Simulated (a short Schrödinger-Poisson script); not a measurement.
Stack: MOS inversion layer, SiO2 on p-type Si(110), at 400 K.

| layer | material | thickness (nm) | Na (cm⁻³) |
|---|---|---|---|
| 1 | SiO2 | 0.88 | - |
| 2 | Si | 290 | 2.2e18 |

The device is made up for the run: typed textbook-type constants, with dimensions and the other settings drawn at random. SiO2: permittivity 3.9, conduction-band edge (eV) 3.15, gap (eV) 9, electron mass (mₑ) 0.5. Si: permittivity 11.7, conduction-band edge (eV) 0, gap (eV) 1.124, Nv at 300 K (cm⁻³) 3.1e19.

Channel valleys (confinement mass, in-plane density-of-states mass, number): Δ4 0.315, 0.324, 4; Δ2 0.19, 0.417, 2. At the gate the conduction-band edge of layer 1 lies 3.57 eV − eVg above the Fermi level of the channel; the field vanishes at the back. Gaps are held at their typed values at every temperature. Mesh 0.03 nm at interfaces.

From a short Schrödinger-Poisson script (our own, NumPy): 1D Poisson equation in equilibrium, electrons quantum, Hartree (BenDaniel-Duke, 12 states a valley, the channel's in-plane mass for all, wave functions ending at the dielectric), parabolic valleys, classical holes, full ionisation, no traps, pinning or gate leakage.

Only gate voltages with over 1e8 electrons/cm² are shown.

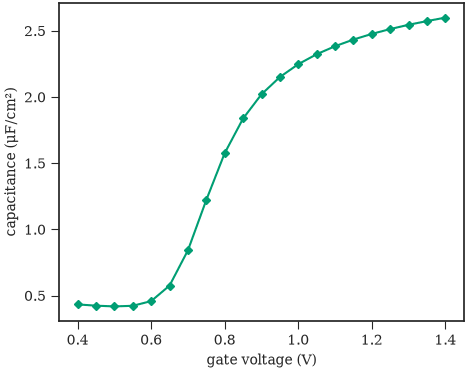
*Quasi-static capacitance against gate voltage*

```csv
Vg (V),electrons (cm⁻²),C (μF/cm²),Δ4 E0 (meV),Δ4 E1 (meV),Δ2 E0 (meV),Δ2 E1 (meV)
0.4,1.85e8,0.433,405.2,540.0,439.1,595.0
0.45,5.98e8,0.424,364.6,502.6,399.2,559.0
0.5,1.94e9,0.418,323.8,464.9,359.2,522.6
0.55,6.34e9,0.423,282.8,426.9,319.0,486.0
0.6,2.05e10,0.458,242.2,389.1,279.0,449.5
0.65,6.39e10,0.576,202.8,352.5,240.3,414.1
0.7,1.80e11,0.842,166.9,319.4,205.2,382.0
0.75,4.21e11,1.22,137.2,292.4,176.4,356.0
0.8,8.04e11,1.58,114.5,272.4,154.6,336.8
0.85,1.30e12,1.84,97.4,258.0,138.5,323.1
0.9,1.88e12,2.02,84.1,247.5,126.4,313.2
0.95,2.51e12,2.15,73.4,239.6,116.9,305.8
1,3.19e12,2.25,64.6,233.4,109.2,300.1
1.05,3.89e12,2.32,57.0,228.4,102.7,295.6
1.1,4.62e12,2.38,50.4,224.4,97.3,292.0
1.15,5.37e12,2.43,44.5,221.1,92.6,289.1
1.2,6.13e12,2.48,39.1,218.3,88.4,286.7
1.25,6.90e12,2.51,34.2,215.9,84.7,284.6
1.3,7.69e12,2.55,29.8,213.9,81.4,282.9
1.35,8.49e12,2.57,25.6,212.2,78.3,281.5
1.4,9.30e12,2.60,21.7,210.6,75.5,280.2
```

Subbands count from the Fermi level.
